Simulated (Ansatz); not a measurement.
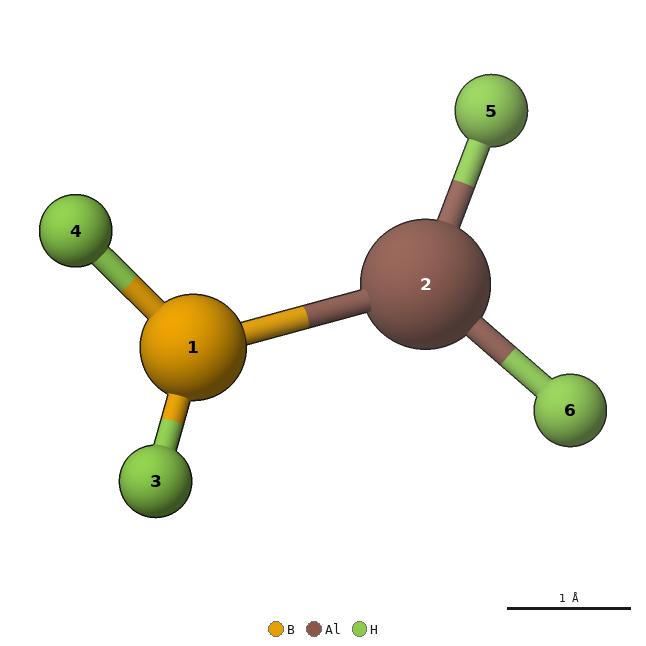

Simulated data, not a measurement (program: Ansatz).

Numbered structure. Geometry: atoms displaced at random (about 0.1 Å) from a stationary point of GFN2-xTB.

Question: Describe the coordination of atom 1.

Answer: B1 has 3 neighbours (Al2 at 2.06, H3 at 1.14, H4 at 1.36 Å); the arrangement is trigonal planar.
